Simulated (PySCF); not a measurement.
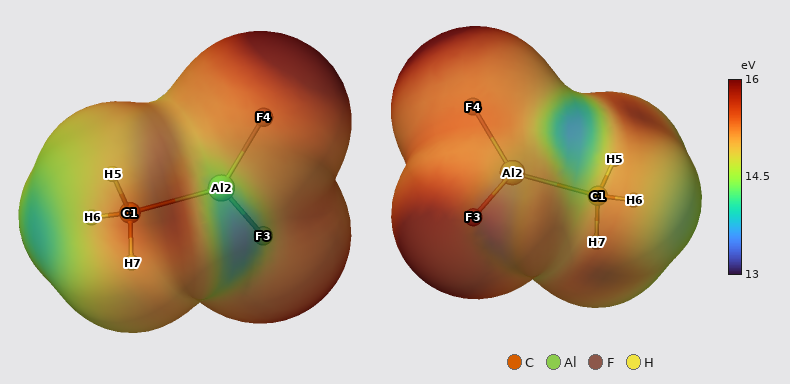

Figure. CH3AlF2, SMILES `C[Al](F)F`. Average local ionisation energy on the surface of electron density 0.001 a.u. (back view left, front view right).

Level of theory: ωB97X/def2-TZVP (PySCF), at a geometry from GFN2-xTB. No frequency check shows the geometry to be a minimum.

Cartesian coordinates (Å):

```
C1       1.9069    0.0055    0.0004
Al2     -0.0657    0.0002    0.0003
F3      -0.9672   -1.3814   -0.0004
F4      -0.9752    1.3768    0.0000
H5       2.2883    1.0257   -0.0042
H6       2.3026   -0.5105    0.8752
H7       2.3030   -0.5102   -0.8742
```

Where are the most loosely bound electrons on this surface?

Answer. The lowest value is 13.8 eV, over Al2, off the plane of its three bonds (2.0 Å), and at like points elsewhere. Further minima include 14.0 eV, near H5 (1.79 Å), H7 (1.92 Å), H6 (1.99 Å) and C1 (2.00 Å). For comparison, the highest occupied orbital lies at −11.7 eV.

What volume does the surface enclose, and what is the dipole moment?

Answer. About 88 Å³; the dipole moment is 2.4 D.
